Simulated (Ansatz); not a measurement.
**GePNH (quartet): correlated methods under varied settings at a displaced geometry (v2)**

What do other methods and options give for GePNH (quartet) at this geometry, and how long do they take?

Method: the settings change from run to run; program: Ansatz 0.2.0, Gaussian basis.

31 further runs of the same task are left out: 7 for a known fault of the program, 8 that didn't finish, 16 set aside as unsound or not needed.

### 1 The system

The geometry is a PBE0/def2-TZVP stationary point (not a proven minimum) with its atoms shifted at random (size 0.100 Å). No spin-orbit coupling is included. The filled d shell of Ge may be among the frozen orbitals whatever the setting's name suggests; the logs give the count.

4 atoms, charge 0, spin multiplicity 4.

Atoms are counted from 1 here; the program's logs count them from 0.

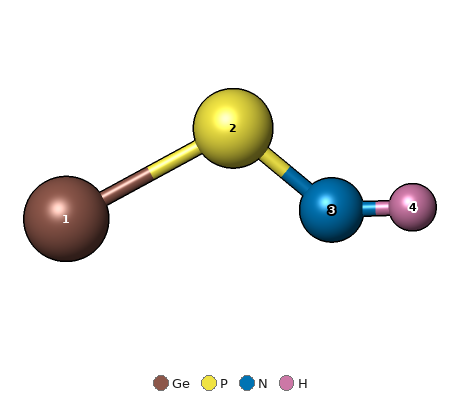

The geometry (germanium brown, phosphorus yellow, nitrogen blue, hydrogen pink); atoms are numbered from 1 in the order of the file.

### 2 CASSCF(9,8)/STO-3G

in.yaml reads:

```yaml
crystal:
  periodic: [false, false, false]
  atoms:
    - {symbol: Ge, position_ang: [0.053512, -0.086838, 0.999719]}
    - {symbol: P, position_ang: [-0.111362, 0.547847, -1.243489]}
    - {symbol: N, position_ang: [-0.034741, -0.698982, -2.205319]}
    - {symbol: H, position_ang: [0.048367, -0.863681, -3.189491]}
basis:
  gaussian: {orbitals: STO-3G}
magnetization: {spin_polarized: false, initial_magnetization: 3}
correlation: {active_space: {window: {electrons: 9, orbitals: 8}}}
```

Started as:

```
$ ansatz run in.yaml --threads 1 --pin off --events-out ev --progress --plain --max-ram 2393MiB
```

Output:

```text
Functional definition: HF
  name "HF"
  cite "Fock, Z. Phys. 61, 126 (1930) doi:10.1007/BF01340294"
  parent pbe
  exchange = exact_x
  correlation = 0
348 factors; integrals over basis functions are off by at most 2.8e-5 eV
mean field evaluation 1: about -66470.4083 eV, gradient 1.9e1 eV
mean field evaluation 2: about -66470.4424 eV, gradient 1.9e1 eV
mean field evaluation 4: about -66471.9709 eV, gradient 2.2e0 eV
mean field evaluation 8: about -66472.0515 eV, gradient 1.1e0 eV
mean field evaluation 16: about -66472.4301 eV, gradient 7.3e-5 eV
mean field evaluation 32: about -66472.0476 eV, gradient 1.8e0 eV
mean field evaluation 64: about -66472.3354 eV, gradient 9.6e-1 eV
mean field -66472.43014271 eV, -2442.8167511131 hartree, gradient 2.4e-6 eV, S^2 3.750000; 9 other end points of the search recorded, 0 dependent functions left out
reference -66472.43014271 eV, -2442.8167511131 hartree; 29, 26 occupied and 4, 7 virtual orbitals, 348 factors
state -66474.74368815 eV, -2442.9017723398 hartree
Total energy: -66474.74368815 eV, -2442.9017723398 hartree
```

It took 3.2 s on 1 thread of Arm Neoverse V2, shared host.

From the report: 1,568 determinants; active occupations 1.97, 1.91, 1.87, 1.06, 1.00, 0.98, 0.16, 0.04.

### 3 HF/cc-pVDZ

Edit in.yaml of step 2 so:

```diff
@@ -8,4 +8,6 @@
 basis:
-  gaussian: {orbitals: STO-3G}
-magnetization: {spin_polarized: false, initial_magnetization: 3}
-correlation: {active_space: {window: {electrons: 9, orbitals: 8}}}
+  gaussian: {orbitals: cc-pVDZ}
+magnetization: {spin_polarized: true, initial_magnetization: 3}
+hamiltonian: {xc: hf}
+scf: {lower_state_search: off}
+output: {orbitals: {seedname: orbitals}}
```

The command is unchanged.

Output:

```text
Functional definition: HF
  name "HF"
  cite "Fock, Z. Phys. 61, 126 (1930) doi:10.1007/BF01340294"
  parent pbe
  exchange = exact_x
  correlation = 0
these checks for a lower state are left out or cut short: stability, starts, cluster_reference, orbital_swaps, neighbouring_geometries, increment
701 factors; integrals over basis functions are off by at most 1.2e-3 eV
mean field evaluation 1: about -67237.0370 eV, gradient 2.1e1 eV
mean field evaluation 2: about -67237.0435 eV, gradient 2.1e1 eV
mean field evaluation 4: about -67239.8114 eV, gradient 2.9e0 eV
mean field evaluation 8: about -67240.0313 eV, gradient 3.1e-1 eV
mean field evaluation 16: about -67240.0504 eV, gradient 1.2e-5 eV
mean field -67240.05040628 eV, -2471.0262754878 hartree, gradient 2.0e-6 eV, S^2 3.934047; 0 other end points of the search recorded, 0 dependent functions left out
reference -67240.05040628 eV, -2471.0262754878 hartree; 29, 26 occupied and 35, 38 virtual orbitals, 701 factors
Total energy: -67240.05040628 eV, -2471.0262754878 hartree
Checks for a lower state left out: stability, starts, cluster_reference, orbital_swaps, neighbouring_geometries, increment
```

Wall time 1.5 s (1 thread of Arm Neoverse V2, shared host).

From the report: ⟨S²⟩ of the determinant 3.934 (pure quartet: 3.75).

### 4 CCSD(T)/def2-SVP

in.yaml reads:

```yaml
crystal:
  periodic: [false, false, false]
  atoms:
    - {symbol: Ge, position_ang: [0.053512, -0.086838, 0.999719]}
    - {symbol: P, position_ang: [-0.111362, 0.547847, -1.243489]}
    - {symbol: N, position_ang: [-0.034741, -0.698982, -2.205319]}
    - {symbol: H, position_ang: [0.048367, -0.863681, -3.189491]}
basis:
  gaussian: {orbitals: def2-SVP}
magnetization: {spin_polarized: false, initial_magnetization: 3}
hamiltonian: {xc: {name: B3LYP}}
correlation: {method: ccsd_t, electrons: outside_noble_gas}
scf: {lower_state_search: light}
```

Same command.

Output, shortened:

```text
Functional definition: B3LYP
  name "B3LYP"
  cite "Stephens, Devlin, Chabalowski & Frisch, J. Phys. Chem. 98, 11623 (1994) doi:10.1021/j100096a001"
  cite "Becke, Phys. Rev. A 38, 3098 (1988) doi:10.1103/PhysRevA.38.3098"
  cite "Lee, Yang & Parr, Phys. Rev. B 37, 785 (1988) doi:10.1103/PhysRevB.37.785"
  cite "Vosko, Wilk & Nusair, Can. J. Phys. 58, 1200 (1980) doi:10.1139/p80-159"
[...]
666 factors; integrals over basis functions are off by at most 9.8e-4 eV
[...]
mean field -67300.95868444 eV, -2473.2646134248 hartree, gradient 2.1e-6 eV, S^2 3.750000; 2 other end points of the search recorded, 0 dependent functions left out
[...]
20 core orbitals not correlated: weight in the atoms' cores, before any rotation towards them, 0.999 or more for the frozen orbitals, at most 0.000 for the correlated occupied ones
reference -67228.36327705 eV, -2470.5967814102 hartree; 9, 6 occupied and 40, 43 virtual orbitals, 666 factors
second order -9.92102589 eV of doubles, -0.50469672 eV of singles
cycle   1  -9.83946948 eV  change    5.8e-1 eV  update   1.4e-1
[...]
cycle  14  -10.42535803 eV  change   -6.5e-6 eV  update   7.9e-6
perturbative correction -0.55591855 eV, -0.0204296300 hartree
Total energy: -67239.34455363 eV, -2471.0003358812 hartree
```

Wall time 12 s (1 thread of Arm Neoverse V2, shared host).

From the report: correlation -10.9813 eV; T1 0.024; largest double amplitude 0.08. The orbitals are Kohn-Sham ones, so correlation energy and T1 don't compare with those on Hartree-Fock orbitals.

### 5 BCCD(T) on ROHF/cc-pVDZ

Edit in.yaml of step 4 so:

```diff
@@ -8,6 +8,5 @@
 basis:
-  gaussian: {orbitals: def2-SVP}
+  gaussian: {orbitals: cc-pVDZ}
 magnetization: {spin_polarized: false, initial_magnetization: 3}
-hamiltonian: {xc: {name: B3LYP}}
-correlation: {method: ccsd_t, electrons: outside_noble_gas}
-scf: {lower_state_search: light}
+correlation: {method: bccd_t, electrons: outside_noble_gas}
+scf: {omitted_lower_state_checks: [cluster_reference]}
```

Launched as before.

Output, shortened:

```text
Functional definition: HF
  name "HF"
  cite "Fock, Z. Phys. 61, 126 (1930) doi:10.1007/BF01340294"
  parent pbe
[...]
701 factors; integrals over basis functions are off by at most 1.2e-3 eV
[...]
mean field -67239.55657019 eV, -2471.0081273462 hartree, gradient 3.9e-6 eV, S^2 3.750000; 8 other end points of the search recorded, 0 dependent functions left out
20 core orbitals not correlated: weight in the atoms' cores, before any rotation towards them, 1.000 or more for the frozen orbitals, at most 0.000 for the correlated occupied ones
reference -67239.55657019 eV, -2471.0081273462 hartree; 9, 6 occupied and 35, 38 virtual orbitals, 701 factors
second order -9.42744156 eV of doubles, -0.14426299 eV of singles
cycle   1  -9.60625204 eV  change   -2.8e-2 eV  update   1.3e-1
[...]
cycle  16  -10.09092633 eV  change   -1.5e-6 eV  update   1.6e-5
perturbative correction -0.51088391 eV, -0.0187746373 hartree
Total energy: -67250.15838043 eV, -2471.3977366863 hartree
Checks for a lower state left out: cluster_reference
```

It took 8.5 s on 1 thread of Arm Neoverse V2, shared host.

From the report: correlation -10.6018 eV; largest double amplitude 0.08.

### 6 CCSDTQ on UHF/STO-3G

in.yaml reads:

```yaml
crystal:
  periodic: [false, false, false]
  atoms:
    - {symbol: Ge, position_ang: [0.053512, -0.086838, 0.999719]}
    - {symbol: P, position_ang: [-0.111362, 0.547847, -1.243489]}
    - {symbol: N, position_ang: [-0.034741, -0.698982, -2.205319]}
    - {symbol: H, position_ang: [0.048367, -0.863681, -3.189491]}
basis:
  gaussian: {orbitals: STO-3G}
magnetization: {spin_polarized: true, initial_magnetization: 3}
correlation: {method: ccsdtq, electrons: outside_noble_gas}
```

Launched as before.

Output, shortened:

```text
Functional definition: HF
  name "HF"
  cite "Fock, Z. Phys. 61, 126 (1930) doi:10.1007/BF01340294"
  parent pbe
[...]
487 factors; integrals over basis functions are off by at most 3.9e-8 eV
[...]
mean field -66472.84072429 eV, -2442.8318397080 hartree, gradient 2.4e-6 eV, S^2 4.231310; 18 other end points of the search recorded, 0 dependent functions left out
determinant -66472.84072429 eV, -2442.8318397080 hartree, with singles and doubles -66476.43198391 eV, -2442.9638160647 hartree
determinant -66472.54435077 eV, -2442.8209481821 hartree, with singles and doubles -66476.28432027 eV, -2442.9583895262 hartree
determinant -66472.48112837 eV, -2442.8186248015 hartree, with singles and doubles -66476.30454194 eV, -2442.9591326586 hartree
determinant -66472.44943176 eV, -2442.8174599729 hartree, with singles and doubles -66476.36970582 eV, -2442.9615273871 hartree
[...]
determinant -66472.44943176 eV, -2442.8174599729 hartree, with singles and doubles -66476.38346761 eV, -2442.9620331237 hartree
determinant -66472.44939115 eV, -2442.8174584801 hartree, with singles and doubles -66476.38263718 eV, -2442.9620026057 hartree
determinant -66472.08411965 eV, -2442.8040350003 hartree, with singles and doubles -66476.38920653 eV, -2442.9622440251 hartree
determinant -66472.08411965 eV, -2442.8040350003 hartree, with singles and doubles -66476.41063310 eV, -2442.9630314369 hartree
20 core orbitals not correlated, not the lowest: weight in the atoms' cores, before any rotation towards them, 0.855 or more for the frozen orbitals, at most 0.144 for the correlated occupied ones
reference -66472.84072429 eV, -2442.8318397080 hartree; 9, 6 occupied and 4, 7 virtual orbitals, 487 factors
second order -2.16669548 eV of doubles, -0.00000000 eV of singles
cycle   1  -2.56318993 eV  change   -4.0e-1 eV  update   1.2e-1
[...]
cycle  27  -3.86029529 eV  change   -3.1e-7 eV  update   8.4e-7
Total energy: -66476.70101959 eV, -2442.9737029434 hartree
```

Run time: 44 s. Hardware: 1 thread of Arm Neoverse V2, shared host; peak memory 0.27 GiB.

From the report: ⟨S²⟩ of the determinant 4.231 (pure quartet: 3.75); correlation -3.8603 eV; T1 0.087; largest double amplitude 0.18.

### 7 The runs in one table

Where basis and cores are those of an earlier RCCSDT(Q)/cc-pVDZ run (-67250.2571 eV), and the state is the same kind, the miss against it is given.

```
                               level         correlated  functions  energy (eV)  from RCCSDT(Q) (meV)   time
                  CASSCF(9,8)/STO-3G                            33  -66474.7437                        3.2 s
                          HF/cc-pVDZ                            64  -67240.0504               10206.7  1.5 s
CCSD(T)/def2-SVP (on B3LYP orbitals)  outside noble gas         69  -67239.3446                         12 s
             BCCD(T) on ROHF/cc-pVDZ  outside noble gas         64  -67250.1584                  98.8  8.5 s
                CCSDTQ on UHF/STO-3G  outside noble gas         33  -66476.7010                         44 s
```

### 8 Summary of results

| quantity | value |
| --- | --- |
| runs | 5 |
| quickest | HF/cc-pVDZ, 1.5 s |
| slowest | CCSDTQ on UHF/STO-3G, 44 s |

In words: Total energies in different bases, with other cores or another treatment of relativity can't be set against each other. CCSDTQ on UHF/STO-3G took 29 times as long as HF/cc-pVDZ; the jobs differ in more than the method. Hartree-Fock, CASSCF and CASCI lack dynamic correlation by design.
